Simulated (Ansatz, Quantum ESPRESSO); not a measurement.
# ScB (Pm-3m): zone-centre phonons, part 2 of 2

Aim: the zone-centre modes of ScB (Pm-3m).

Quantum ESPRESSO 7.5; DFT PBE, scalar-relativistic, plane waves, PseudoDojo norm-conserving pseudopotentials.

So far. Step 5 (Zone-centre response): The acoustic modes at Γ come out as far as 15.9 cm⁻¹ from zero, where they should vanish, a sizeable error of basis and grid. The relaxed cell has a = 2.963 Å (conventional setting).

The structure was built from a prototype and need not be the compound's stable phase.

## 6. Modes with the sum rule

A rigid shift of the crystal must cost nothing, but grids and finite bases break this; the acoustic sum rule is imposed before the matrix is diagonalised again.

Contents of dynmat.in:

```
&INPUT
  fildyn = 'g.dyn'
  asr    = 'simple'
  fileig = 'dynmat.eig'
/
```

Run with:

```console
$ dynmat.x -in dynmat.in > dynmat.out
```

Numbers of over 12 decimals in the logs are rounded to 6 here.

The program printed:

```text
[banner, memory and clock lines left out]
Program DYNMAT v.7.5

     Reading Dynamical Matrix from file g.dyn
     ...Force constants read
     ...epsilon and Z* not read (not found on file)
     A direction for q was not specified:TO-LO splitting will be absent

     Polarizability (A^3 units)
     multiply by 1.000000 for Clausius-Mossotti correction
         0.000000    0.000000    0.000000
         0.000000    0.000000    0.000000
         0.000000    0.000000    0.000000

     IR activities are in (D/A)^2/amu units

# mode   [cm-1]    [THz]      IR
    1      0.00    0.0000    0.0000
    2      0.00    0.0000    0.0000
    3      0.00    0.0000    0.0000
    4    330.35    9.9036    0.0000
    5    330.35    9.9036    0.0000
    6    330.35    9.9036    0.0000
```

The job ended after 0.48 s (1 thread of Arm Neoverse V2, shared host).

Numbers from this step:

```
highest optical zone-centre mode (no LO-TO term) : 330.4 cm⁻¹
lowest optical zone-centre mode                  : 330.4 cm⁻¹
```

Unit eigenvectors of the mass-weighted matrix after the sum rule; no LO-TO term. The modes at Γ (shares of kinetic energy by element, %):

| mode | frequency (cm⁻¹) | symmetry | Sc % | B % |
| --- | --- | --- | --- | --- |
| 1 | 0.0 | acoustic | 81 | 19 |
| 2 | 0.0 | acoustic | 81 | 19 |
| 3 | 0.0 | acoustic | 81 | 19 |
| 4 | 330.4 | T1u | 19 | 81 |
| 5 | 330.4 | T1u | 19 | 81 |
| 6 | 330.4 | T1u | 19 | 81 |

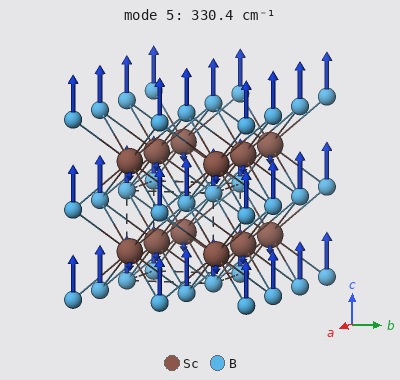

Displacement patterns of mode 5 at Γ; arrows are exaggerated. 3×2×2 cells are drawn. Some periodic images of atoms are drawn too.

The rule moves no optical mode by more than 0.2 cm⁻¹.

## 7. Sum rules set otherwise: a sum rule for molecules or wires on a crystal

This rule also removes rotations, which suits molecules and not a crystal; it is tried to see the harm.

Contents of dynmat.in:

```
&INPUT
  fildyn = 'g.dyn'
  asr    = 'zero-dim'
  fileig = 'dynmat.eig'
/
```

Run with:

```console
$ dynmat.x -in dynmat.in > dynmat.out
```

The program printed:

```text
[banner, memory and clock lines left out]
Program DYNMAT v.7.5

     Reading Dynamical Matrix from file g.dyn
     ...Force constants read
     ...epsilon and Z* not read (not found on file)
     Acoustic Sum Rule: || Z*(ASR) - Z*(orig)|| =    0.000000E+00
     Acoustic Sum Rule: ||dyn(ASR) - dyn(orig)||=    2.028433E-01
     A direction for q was not specified:TO-LO splitting will be absent

     Polarizability (A^3 units)
     multiply by 1.000000 for Clausius-Mossotti correction
         0.000000    0.000000    0.000000
         0.000000    0.000000    0.000000
         0.000000    0.000000    0.000000

     IR activities are in (D/A)^2/amu units

# mode   [cm-1]    [THz]      IR
    1     -0.00   -0.0000    0.0000
    2     -0.00   -0.0000    0.0000
    3     -0.00   -0.0000    0.0000
    4     -0.00   -0.0000    0.0000
    5      0.00    0.0000    0.0000
    6    329.74    9.8853    0.0000
```

Elapsed: 0.48 s, on 1 thread.

The program raised no error, yet the settings are not those of a careful run.

The fault: a sum rule for molecules or wires on a crystal; 2 optical modes are projected out to zero frequency, as if they were rotations.

For a crystal the rule has to be 'simple' or 'crystal'.

Zone-centre frequencies as printed; negative means imaginary. Modes:

| mode | frequency (cm⁻¹) |
| --- | --- |
| 1 | 0 |
| 2 | 0 |
| 3 | 0 |
| 4 | 0 |
| 5 | 0 |
| 6 | 329.7 |

## 8. Sum rules set otherwise (asr crystal)

The rule can be imposed in more than one way; the choices should agree where the raw error is small.

Contents of dynmat.in:

```
&INPUT
  fildyn = 'g.dyn'
  asr    = 'crystal'
  fileig = 'dynmat.eig'
/
```

Run with:

```console
$ dynmat.x -in dynmat.in > dynmat.out
```

The program printed:

```text
[banner, memory and clock lines left out]
Program DYNMAT v.7.5

     Reading Dynamical Matrix from file g.dyn
     ...Force constants read
     ...epsilon and Z* not read (not found on file)
     Acoustic Sum Rule: || Z*(ASR) - Z*(orig)|| =    0.000000E+00
     Acoustic Sum Rule: ||dyn(ASR) - dyn(orig)||=    1.588080E-03
     A direction for q was not specified:TO-LO splitting will be absent

     Polarizability (A^3 units)
     multiply by 1.000000 for Clausius-Mossotti correction
         0.000000    0.000000    0.000000
         0.000000    0.000000    0.000000
         0.000000    0.000000    0.000000

     IR activities are in (D/A)^2/amu units

# mode   [cm-1]    [THz]      IR
    1     -0.00   -0.0000    0.0000
    2      0.00    0.0000    0.0000
    3      0.00    0.0000    0.0000
    4    329.74    9.8853    0.0000
    5    329.74    9.8853    0.0000
    6    329.74    9.8853    0.0000
```

Wall time 0.48 s (1 thread).

Numbers from this step:

```yaml
highest_optical_zone_centre_mode_no_lo_to_term: 329.7 cm⁻¹
lowest_optical_zone_centre_mode: 329.7 cm⁻¹
```

Zone-centre frequencies as printed; negative means imaginary. Modes:

| mode | frequency (cm⁻¹) |
| --- | --- |
| 1 | 0 |
| 2 | 0 |
| 3 | 0 |
| 4 | 329.7 |
| 5 | 329.7 |
| 6 | 329.7 |

Against the first rule no mode moves by more than 0.7 cm⁻¹.

## 9. The same in Ansatz

The same cell goes through another code, with its own cutoff. It uses its own PAW datasets, so the potentials differ. Its k mesh is centred on Γ.

This step: DFT PBE, scalar-relativistic, plane waves, PAW (Ansatz 0.2.0).

Contents of input.yaml:

```yaml
crystal:
  lattice:
    - [2.962605749, 0.0, 0.0]
    - [0.0, 2.962605749, 0.0]
    - [0.0, 0.0, 2.962605749]
  atoms:
    - { symbol: Sc, position: [0.5, 0.5, 0.5] }
    - { symbol: B, position: [0.0, 0.0, 0.0] }
kpoints:
  mp_grid: { grid: [12, 12, 12] }
hamiltonian:
  xc: pbe
scf:
  occupations: { method: cold, width: 0.27211 }
output:
  eigenvalues: true
phonons:
  method: dfpt
```

Run with:

```console
$ ansatz run input.yaml --threads 4 --pin off --max-ram 8192MiB --backend cpu --events-out ev --progress --plain --runs-dir out
```

The program printed:

```text
Engine: ansatz 0.2.0, aarch64-unknown-linux-gnu
Pseudopotentials: kind: paw
Pseudopotential: Sc, paw, valence charge 11, recommended cutoff 420 eV (normal), Sc.paw.azcp
Pseudopotential: B, paw, valence charge 3, recommended cutoff 420 eV (normal), B.paw.azcp
Functional definition: PBE
  parameter kappa = 0.804
  parameter beta = 0.066725
  exchange = pbe_x(kappa = kappa, mu = beta*pi^2/3)
  correlation = pbe_c(beta = beta)
Crystal: 2 atoms, lattice volume = 26.003 Å³
Basis set: ecut = 420 eV, 485 PW (Γ), exchange–correlation on 40×40×40 points (8 copies of the dense FFT grid, shifted against one another)
Bands: 11, of which v1, the nominal top of the filled ones, is band 7 counted from 1 (6 counted from 0)
Symmetry: 48 space group operations
k-points: 196 of 1728 (irreducible under 8 space group operations, time reversal used)
Non-local potential: Sc, projectors of the file, l = 0: 3, l = 1: 2, l = 2: 3, l = 3: 1
Non-local potential: B, projectors of the file, l = 0: 2, l = 1: 2, l = 2: 1
PAW form: soft (Blöchl's): semilocal exchange-correlation on the pseudo side does not see the compensation charge
PAW one-centre angular grid: Sc, 590 points (default); XC on 64 Gauss nodes
PAW one-centre angular grid: B, 110 points (default); XC on 64 Gauss nodes
Initial density: superposition of atomic densities (neutral atoms: chi_scale 0, normalization atom), corrected by the library's trained network
Initial wavefunctions: pseudopotential atomic-orbital guess
Functional: x = pbe(κ = 0.804, μ = 0.219515), c = pbe(β = 0.066725)
SCF iter   1: F=—  HF=-2291.698954 eV  |F-HF|=—  |Δ(HF+E_count)|=         —  Δρ=8.81e-3  dr2=3.41e-2  ethr=1.77e-3  ⟨swp⟩=3.5  Hψ=9247  notcnv=0
preconditioner: auto → none  [metal: Δε(μ)=0.112 eV  Ē_g=6.173 eV  σ=0.272 eV  W_gap=0.24  n_scr=6 (ndim 8)  ℏωp=17.8 eV  f_vac=0.000  D(μ)=0.47/eV (n_scr^D=0)  sad-step TF]
SCF iter   2: F=—  HF=-2291.694175 eV  |F-HF|=—  |Δ(HF+E_count)|=   4.78e-3  S|Δr|=    0.00e0  Δρ=5.54e-3  dr2=1.42e-2  ethr=2.44e-4  ⟨swp⟩=1.0  Hψ=3724  notcnv=0
SCF iter   3: F=—  HF=-2291.690773 eV  |F-HF|=—  |Δ(HF+E_count)|=   3.40e-3  S|Δr|=    0.00e0  Δρ=3.58e-4  dr2=1.81e-5  ethr=1.02e-4  ⟨swp⟩=2.3  Hψ=2707  notcnv=0
SCF iter   4: F=—  HF=-2291.690787 eV  |F-HF|=—  |Δ(HF+E_count)|=   1.34e-5  S|Δr|=    0.00e0  Δρ=7.48e-5  dr2=1.66e-6  ethr=1.30e-7  ⟨swp⟩=2.5  Hψ=3117  notcnv=0
SCF iter   5: F=—  HF=-2291.690787 eV  |F-HF|=—  |Δ(HF+E_count)|=   1.52e-7  S|Δr|=    0.00e0  Δρ=7.71e-6  dr2=1.60e-8  ethr=1.19e-8  ⟨swp⟩=2.7  Hψ=3296  notcnv=0
SCF iter   6: F=—  HF=-2291.690787 eV  |F-HF|=—  |Δ(HF+E_count)|=  7.00e-10  S|Δr|=    0.00e0  Δρ=1.09e-6  dr2=1.33e-10  ethr=1.14e-10  ⟨swp⟩=2.0  Hψ=2706  notcnv=0
SCF iter   7: F=-2291.690787 eV  HF=-2291.690787 eV  |F-HF|=4.55e-13  |Δ(HF+E_count)|=  2.96e-11  S|Δr|=    0.00e0  Δρ=4.09e-8  dr2=5.48e-13  ethr=1.00e-12  ⟨swp⟩=5.0  Hψ=8005  notcnv=0
the search or the solves at the SCF's close seem to have found levels that the self-consistency loop had missed (the run counts 2). By its estimate they hold under 1e-12 electrons; where the run keeps them, the occupations were computed again with them
SCF 1 converged in 7 iterations: F = -2291.690787 eV  dr2 = 5.48e-13
  greatest PAW one-centre occupation: 0.998 electrons in one spin orbital (limit 2), on the Sc atom at site 0 (counted from 0), in its partial waves of l = 0
DFPT response loops at Γ: preconditioner auto → Kerker (q_TF=auto, 2.461 Å⁻¹) (partly filled bands, converged f_vac=0.000); β = 1.00, the filter's whole step (`scf.mixing.beta` (0.50) is not read by the response loops under this deck's `scf.mixing.preconditioner`; to damp them name `kerker` or `kerker_dos`, under which they read `scf.mixing.beta`, and type it under 1.00, their step now; both keys bind the ground state too); Broyden in place of MSR1
SCF converged after 7 iterations
Stability not checked: this state was not tested for a lower state beside it, because cold or Methfessel-Paxton smearing, or corrected tetrahedra, fill the levels in a way that the test cannot read (fill_not_monotonic; see scf.lower_state_search)
Free energy (F): -2291.690787 eV
Harris-Foulkes:  -2291.690787 eV  (|F-HF|=4.55e-13)
Internal energy: -2291.696328 eV  (E = F + TS)
E sigma→0 (E₀):  -2291.692634 eV
Entropy (-TS):   0.005542 eV (2.771 meV/atom)
Fermi energy:    11.928982 eV
--- Per-component energies (eV) ---
  E_band       = -119.027230
  E_kinetic    = 307.575043
  E_local      = -761.945250  (includes V_loc(G=0)·N_el)
  E_nonlocal   = 95.003612
  E_hartree    = 263.347864
  E_xc         = -136.618845
  E_vxc        = -167.607864  (∫ρ·V_xc dr)
  E_paw        = -1034.043652  (= ΣΔE_a)
  E_vpaw       = -118.748489  (= ΣTr[D̂ρ^β])
  E_aug_tail   = 0.000007  (compensation charges beyond the density's cutoff)
  E_ewald      = -1025.015107
  E_smearing   = 0.005542  (= −TS)
  E_closure    = 0.000000  (closes the sum)
  Σ components = -2291.690787   (vs F -2291.690787, Δ=0.00e0)
--- Band table (eV; the first three rows and the last of 196) ---
  k-point 0: bands = [... 3 lower, -15.5049, 2.2415, 11.4678, 11.4678, 14.6828, 14.6828, 14.6828, 16.0337]
  k-point 1: bands = [... 3 lower, -15.5011, 2.3636, 11.3180, 11.5205, 14.3307, 14.3307, 14.6467, 16.0489]
  k-point 2: bands = [... 3 lower, -15.4907, 2.7198, 10.7726, 11.6697, 13.7293, 13.7293, 14.7734, 16.0906]
  k-point 195: bands = [... 3 lower, -15.8973, 8.2503, 8.2503, 8.2503, 9.4761, 17.3108, 17.3108, 19.0294]
--- Phonons (Γ-DFPT): 2 representative perturbations + reference, on 196 of 1728 k-points (Σ response iterations 6) ---
  k mesh reduced under 8 symmetry operations, with k and −k counted as one. Each operation leaves every solved perturbation unchanged. A smaller set is not used because it would not reduce the number of displacements times k-points to solve
  ASR residual: 5.817e-6 → 0.000e0 eV/Å²; symmetrization residual: 5.446e-7 eV/Å²
  ASR residual per site (eV/Å²): 5.82e-6 1.39e-6
  Γ frequencies (cm⁻¹): 0.00 0.00 0.00 329.15 329.15 329.15
  non-analytic LO–TO correction: not included (Born effective charges unavailable; polar crystals: no LO–TO splitting at Γ)
```

Elapsed: 3.3 s, on 4 threads; peak memory 0.46 GiB; 11 s of CPU time.

This step gave:

| Property | Result |
| --- | --- |
| sum-rule residual before enforcement | 5.82e-6 eV/Å² |
| highest optical zone-centre mode (no LO-TO term) | 329.1 cm⁻¹ |
| lowest optical zone-centre mode | 329.1 cm⁻¹ |

## 10. The two compared: QE PseudoDojo and Ansatz, PAW

Numbers from this step:

- root-mean-square difference: 1.2 cm⁻¹
- largest difference: 1.2 cm⁻¹

Frequencies side by side, by row:

| q (reciprocal lattice) | mode | QE PseudoDojo (cm⁻¹) | Ansatz, PAW (cm⁻¹) |
| --- | --- | --- | --- |
| 0 0 0 | 1 | 0 | 0 |
| 0 0 0 | 2 | 0 | 0 |
| 0 0 0 | 3 | 0 | 0 |
| 0 0 0 | 4 | 330.4 | 329.1 |
| 0 0 0 | 5 | 330.4 | 329.1 |
| 0 0 0 | 6 | 330.4 | 329.1 |

At the zone centre the largest difference (acoustic modes at Γ apart) is 0.4 % of the highest mode.

## 11. Summary of results

* space group after relaxation: Pm-3m
* volume per atom: 13.0 Å³
* highest optical zone-centre mode (no LO-TO term): 330.4 cm⁻¹
* imaginary optical modes at the zone centre (no q mesh in this session): none
* largest difference from Ansatz, PAW: 1.2 cm⁻¹

What this shows: At the PBE level the optical modes of ScB (Pm-3m) at the zone centre lie at 330 cm⁻¹. The base run is for a cell under 0.30 GPa; after a relaxation such a stress comes from settings that changed since (cutoff, k mesh or smearing). QE PseudoDojo and Ansatz, PAW differ by 1.2 cm⁻¹ in the root mean square and by 1.2 cm⁻¹ at most, 0.4 % of the highest mode compared (acoustic modes at Γ left out); the two use different potentials, and the cell was not relaxed for the second set. These are harmonic frequencies at zero temperature: anharmonic shifts and linewidths and thermal expansion are left out. In a metal the frequencies hang on the k mesh and the smearing, most of all near Kohn anomalies. The structure is a hypothetical one, built on a prototype.

[Host names and launcher messages were left out of these logs when they were recorded.]

[Logs are printed without paths, hosts, clocks, repeated set-up lines and the standing remarks that a program may print on its own settings, such as how far it seeks lower states.]

[Hosts, paths, dates, database ids (printed as entryN), source tags and the programs' standing remarks are cut or masked in the printed files.]
